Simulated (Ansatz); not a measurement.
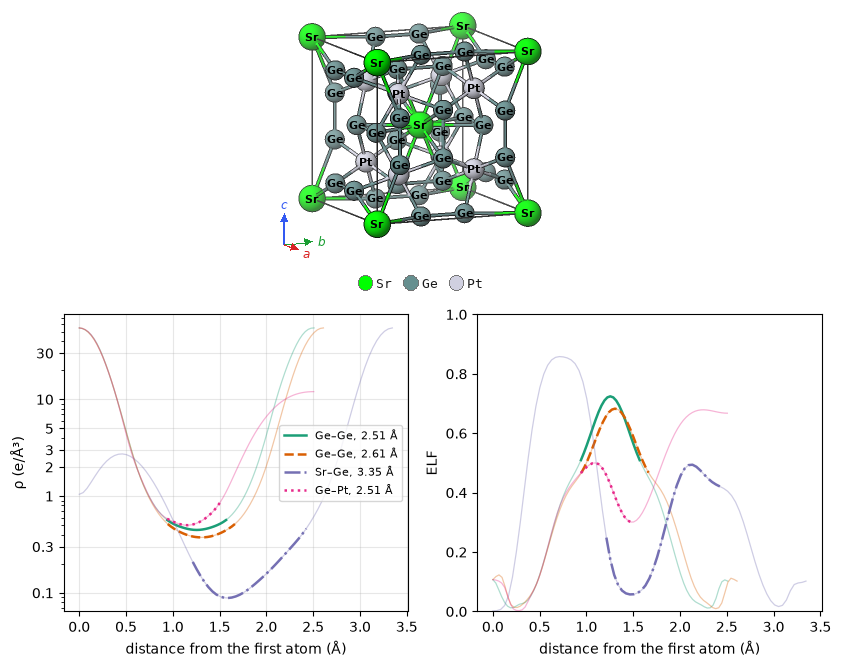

Figure. SrGe12Pt4. Valence charge density (pseudo) and electron localisation function along straight lines between neighbouring atoms. Thin, pale parts lie inside the atomic spheres. The structure is drawn too.

Space group Im-3; a generated structure, not necessarily the stable one.

All numbers below come from DFT PBE+D3(BJ), scalar-relativistic, plane waves, PAW in Ansatz 0.2.0.

Core electrons are frozen (PAW), and the valence fields are smoothed inside the atomic spheres.

Input

```
crystal:
  lattice:
    - [-4.3839850855, 4.3839850855, 4.3839850855]
    - [4.3839850855, -4.3839850855, 4.3839850855]
    - [4.3839850855, 4.3839850855, -4.3839850855]
  atoms:
    - { symbol: Sr, position: [0.0, 0.0, 0.0] }
    - { symbol: Ge, position: [0.8487894523, 0.4936176435, 0.6448281912] }
    - { symbol: Ge, position: [0.6448281912, 0.1512105477, 0.7960387389] }
    - { symbol: Ge, position: [0.5063823565, 0.3551718088, 0.1512105477] }
    - { symbol: Ge, position: [0.1512105477, 0.7960387389, 0.6448281912] }
    - { symbol: Ge, position: [0.3551718088, 0.1512105477, 0.5063823565] }
    - { symbol: Ge, position: [0.7960387389, 0.6448281912, 0.1512105477] }
    - { symbol: Ge, position: [0.1512105477, 0.5063823565, 0.3551718088] }
    - { symbol: Ge, position: [0.2039612611, 0.3551718088, 0.8487894523] }
    - { symbol: Ge, position: [0.8487894523, 0.2039612611, 0.3551718088] }
    - { symbol: Ge, position: [0.3551718088, 0.8487894523, 0.2039612611] }
    - { symbol: Ge, position: [0.6448281912, 0.8487894523, 0.4936176435] }
    - { symbol: Ge, position: [0.4936176435, 0.6448281912, 0.8487894523] }
    - { symbol: Pt, position: [0.5, 0.5, 0.5] }
    - { symbol: Pt, position: [0.0, 0.5, 0.0] }
    - { symbol: Pt, position: [0.5, 0.0, 0.0] }
    - { symbol: Pt, position: [0.0, 0.0, 0.5] }
basis:
  ecutwfc: 420
kpoints:
  mp_grid: { grid: [6, 6, 6] }
hamiltonian:
  xc: pbe
  dispersion: d3bj
scf:
  occupations: { method: gaussian, width: 0.1 }
output:
  forces: true
  stress: true
  eigenvalues: true
  write_density: true
  write_potential: true
  elf: true
  volumetric_format: npy
relax:
  adjacent_minimum: "off"
  f_tol: 0.005
  max_steps: 50
  cell: { stress_tol: 0.05 }
```

Command:

```sh
ansatz run input.yaml --threads 4 --pin off --max-ram 10240MiB --backend cpu --events-out ev --progress --plain --runs-dir out
```

Below, planes, directions and counts refer to the conventional cell (a = 8.67 Å, b = 8.67 Å, c = 8.67 Å, α = 90.00°, β = 90.00°, γ = 90.00°).

The fields are those of the relaxed geometry.

> What can be read from the curves?

Ge–Ge (2.51 Å): ρ is about 0.45 e/Å³ halfway; the ELF peaks at about 0.70 between the atoms.
Ge–Ge (2.61 Å): ρ at the midpoint is about 0.37 e/Å³; the ELF peaks at about 0.70 between the atoms.
Sr–Ge (3.35 Å): ρ is about 0.09 e/Å³ halfway; the ELF is about 0.10 at the midpoint: no shared electron pair shows on this line.
Ge–Pt (2.51 Å): the density is about 0.52 e/Å³ at the midpoint; the ELF is about 0.45 at the midpoint.
